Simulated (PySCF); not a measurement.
## Co⁺: atomic calculation

System: Co⁺, configuration 1s2 2s2 2p6 3s2 3p6 3d8, multiplicity 3.
Method: unrestricted r2SCAN, dyall-av2z, non-relativistic, point nucleus (PySCF).

## Log (extracts)
```
damping factor = 0
level_shift factor = 0
DIIS = <class 'pyscf.scf.diis.CDIIS'>
diis_start_cycle = 1
diis_space = 10
diis_damp = 0
SCF conv_tol = 1e-09
SCF conv_tol_grad = None
number electrons alpha = 14  beta = 12
XC functionals = R2SCAN
    J. W. Furness, A. D. Kaplan, J. Ning, J. P. Perdew, and J. Sun.,  J. Phys. Chem. Lett. 11, 8208-8215 (2020)
    J. W. Furness, A. D. Kaplan, J. Ning, J. P. Perdew, and J. Sun.,  J. Phys. Chem. Lett. 11, 9248-9248 (2020)
    J. W. Furness, A. D. Kaplan, J. Ning, J. P. Perdew, and J. Sun.,  J. Phys. Chem. Lett. 11, 8208-8215 (2020)
    J. W. Furness, A. D. Kaplan, J. Ning, J. P. Perdew, and J. Sun.,  J. Phys. Chem. Lett. 11, 9248-9248 (2020)
cycle= 1 E= -1382.42830019021  delta_E= -0.0107  |g|= 0.154  |ddm|= 0.121
cycle= 2 E= -1382.40838649367  delta_E= 0.0199  |g|=  0.4  |ddm|= 0.123
cycle= 3 E= -1382.43322040695  delta_E= -0.0248  |g|= 0.0443  |ddm|= 0.0711
cycle= 4 E= -1382.43360846777  delta_E= -0.000388  |g|= 0.00128  |ddm|= 0.0107
cycle= 5 E= -1382.4336089509  delta_E= -4.83e-07  |g|= 0.000289  |ddm|= 0.000544
cycle= 6 E= -1382.43360897863  delta_E= -2.77e-08  |g|= 3.04e-05  |ddm|= 0.000149
cycle= 7 E= -1382.43360897883  delta_E= -2.04e-10  |g|= 5.95e-07  |ddm|= 9.77e-06
converged SCF energy = -1382.43360897883  <S^2> = 2.0016848  2S+1 = 3.001123
```

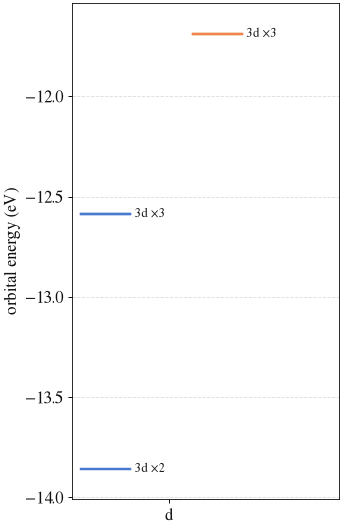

Figure 1. Orbital energies of the mean field, from the top down to −13.9 eV, by angular momentum, α spin at the left of each column and β at the right; ×n counts the orbitals under one label. The highest filled orbital is 3d β at −11.7 eV, the lowest empty one s α at −10.6 eV.

## The input
```python
from pyscf import gto, scf, dft, mp, cc
import basis_set_exchange as bse
mol = gto.M(atom="Co 0 0 0", charge=1, spin=2, symmetry="D2h",
            basis=gto.basis.parse(bse.get_basis("dyall-av2z", elements=["Co"], fmt="nwchem")))
mf = dft.UKS(mol, xc="R2SCAN")
mf.irrep_nelec = {'Ag': (5, 3), 'B1g': (1, 1), 'B2g': (1, 1), 'B3g': (1, 1), 'B1u': (2, 2), 'B2u': (2, 2), 'B3u': (2, 2)}
mf.kernel()
```

The script is an equivalent of what the driver set up; the driver started from orbitals of its own, so the log can be shorter than this script's would be, and it computed the properties (radii, ⟨L²⟩, response) afterwards. It held the occupations shell by shell, which the script's counts by irreducible representation don't always enforce.

## Summary

- outcome: converged
- total energy: −1382.4336 hartree
- kinetic energy: 1381.4088 hartree
- ⟨S²⟩: 2.002
- ⟨L²⟩: 12.02
- SCF iterations: 7
- hardware: 1 CPU thread, shared host
- CPU time: 4.1 s (integrals apart)
